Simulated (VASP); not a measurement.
Band structure of Cu₂O (relaxed from the fluorite structure, space group Fm-3m). Method: PBEsol GGA, VASP's PBE PAW potentials (set 64) (plane waves; VASP).

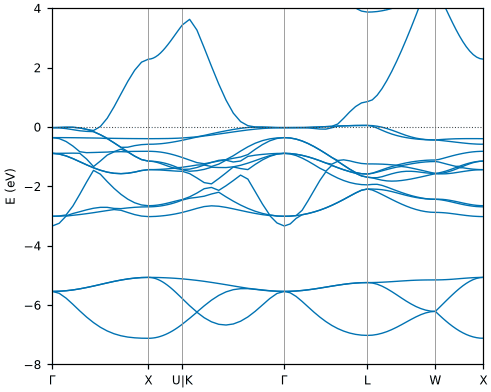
Bands along high-symmetry lines, zero at the valence-band maximum or, without a gap, the Fermi level

**Question.** Read the plot: is there a gap, and where are the band edges?

**Answer.** It has no gap at this level: it comes out as a metal or semimetal. (Edges off the drawn lines would not show.)

The structure was generated: Cu2O was put into the fluorite type (Fm-3m), which need not be its known phase. It was relaxed first, which changed the volume by +37 %.
